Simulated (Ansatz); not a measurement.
# CH₆ClNSi: ionisation energy by level of theory

How much energy removes an electron from CH₆ClNSi at fixed geometry? The cation is run at each level and the neutral's energy taken from earlier runs.

Program: Ansatz 0.2.0, Gaussian basis. Level of theory: unrestricted cation, the program's frozen cores in correlated methods. These are calculated values, not measurements.

The runs, in order: UKS PBE-D4/def2-TZVPP; UKS r2SCAN-D4/def2-TZVPP; UKS PBE0-D4/def2-TZVPP; UKS B3LYP-D4/def2-TZVPP; UKS wB97X-V/def2-TZVPP; UKS wB97M-V/def2-TZVPP; UKS B2PLYP/def2-TZVPP; UHF-CCSD(T)/def2-TZVPP; UHF-MP2/def2-QZVPP; extrapolation to the limit; then −ε(HOMO) from the neutral's earlier runs with LDA (SPW92), PBE-D4, revPBE-D4, BLYP-D4, r2SCAN-D4, B97M-V, PBE0-D4, B3LYP-D4, r2SCANh-D4, r2SCAN0-D4, HSE06-D4, BHLYP-D4, CAM-B3LYP-D4, LC-ωPBE, ωB97X-V, ωB97M-V.

### Step 1. The geometry

An earlier PBE0-D4 in a triple-zeta def2 set relaxation fixed the geometry.

SMILES `C[SiH](N)Cl`, 10 atoms, charge 0, spin multiplicity 1.

Atoms are counted from 1 here; the program's logs count them from 0.

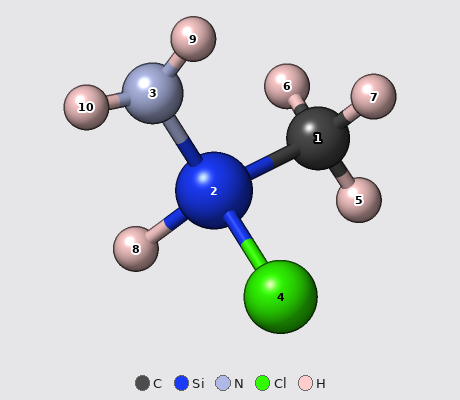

The geometry (carbon dark grey, silicon blue, nitrogen light blue, chlorine green, hydrogen pink); atoms are numbered from 1 in the order of the file.

### Step 2. Cation, UKS PBE-D4/def2-TZVPP

in.yaml

```yaml
crystal:
  periodic: [false, false, false]
  atoms:
    - {symbol: C, position_ang: [-0.924340, 0.960315, -0.429601]}
    - {symbol: Si, position_ang: [-0.055585, -0.637614, -0.073375]}
    - {symbol: N, position_ang: [1.200848, -0.379168, 1.050771]}
    - {symbol: Cl, position_ang: [0.594921, -1.392457, -1.900839]}
    - {symbol: H, position_ang: [-1.719983, 0.809460, -1.161595]}
    - {symbol: H, position_ang: [-1.359451, 1.369694, 0.484975]}
    - {symbol: H, position_ang: [-0.226905, 1.694279, -0.841385]}
    - {symbol: H, position_ang: [-0.936542, -1.689533, 0.482583]}
    - {symbol: H, position_ang: [1.847478, 0.382613, 0.917600]}
    - {symbol: H, position_ang: [1.662661, -1.168691, 1.473766]}
basis:
  gaussian: {orbitals: def2-TZVPP}
total_charge: 1
magnetization: {spin_polarized: true, initial_magnetization: 1}
hamiltonian: {xc: pbe, dispersion: d4}
```

Run with:

```
$ ansatz run in.yaml --threads 2 --pin off --events-out ev --progress --plain --max-ram 32768MiB --backend cpu
```

After this run come: Cation, UKS r2SCAN-D4/def2-TZVPP; Cation, UKS PBE0-D4/def2-TZVPP; Cation, UKS B3LYP-D4/def2-TZVPP; Cation, UKS wB97X-V/def2-TZVPP; Cation, UKS wB97M-V/def2-TZVPP; Cation, UKS B2PLYP (frozen core)/def2-TZVPP; Cation, UHF-CCSD(T)/def2-TZVPP; Cation, UHF-MP2/def2-QZVPP.

Q: Predict the results of all the runs planned. Wanted: ionisation energy, CCSD(T)/CBS; nearest functional by difference; nearest −ε(HOMO); −ε(HOMO) of PBE; T1 of the cation.

As calculated:

| quantity | value |
| --- | --- |
| ionisation energy, CCSD(T)/CBS | 10.44 eV |
| nearest functional by difference | ωB97X-V (-0.13 eV) |
| nearest −ε(HOMO) | ωB97X-V (-0.12 eV) |
| −ε(HOMO) of PBE | 6.39 eV |
| T1 of the cation | 0.025 |

What this shows: By cation minus neutral, the functionals miss by 0.69 eV at most. −ε(HOMO) of PBE misses by 4.0 eV, since self-interaction lifts the level. Among orbital estimates ωB97X-V comes nearest. Hartree-Fock falls 1.45 eV short, as the neutral has more correlation energy than the cation.
